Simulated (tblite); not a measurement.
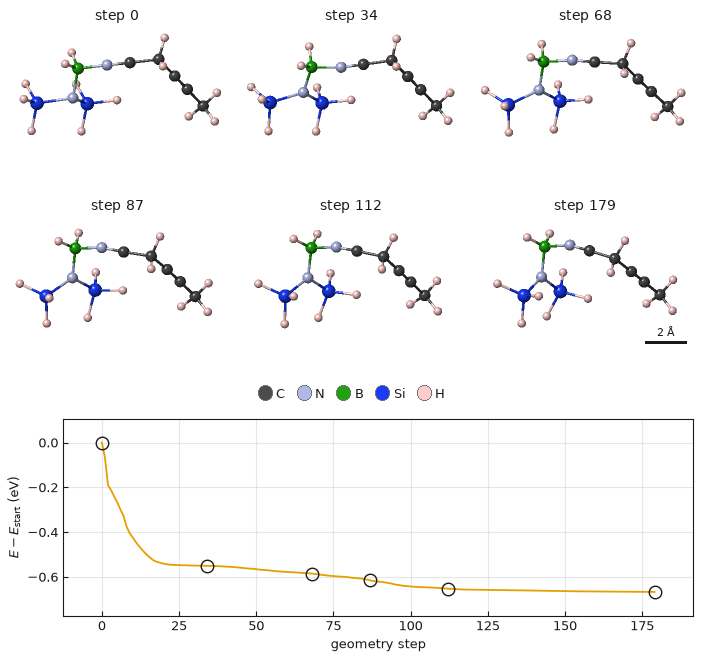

Frames of a relaxation of C5H13BN2Si2, marked on the history of the run. Style: ball-and-stick. Shown from a free direction.

Theory: GFN2-xTB geometry optimisation, gas phase (tblite 0.8.0). 

> Describe the path.

An H atom moves most after the best rigid fit: 2.44 Å. Largest moves by element: H 2.44 Å, Si 1.16 Å, B 1.04 Å, N 0.88 Å, C 0.81 Å. Among the contacts that change: N–Si 1.800 → 1.725 Å, C–C 1.476 → 1.443 Å, C–H 1.117 → 1.090 Å, B–N 1.482 → 1.507 Å. Bond angles that change, for instance: Si–N–Si 106.4° → 123.0°, C–N–B 179.2° → 162.9°, B–N–Si 110.2° → 119.1°. After 179 geometry steps the energy has fallen by 0.667 eV. From step 0 to 34: an H atom moves most (0.51 Å), energy −0.550 eV. From step 34 to 68: an H atom moves most (0.59 Å), energy −0.035 eV. From step 68 to 87: an H atom moves most (0.65 Å), energy −0.030 eV. From step 87 to 112: an H atom moves most (0.52 Å), energy −0.037 eV. From step 112 to 179: an H atom moves most (0.54 Å), energy −0.014 eV.
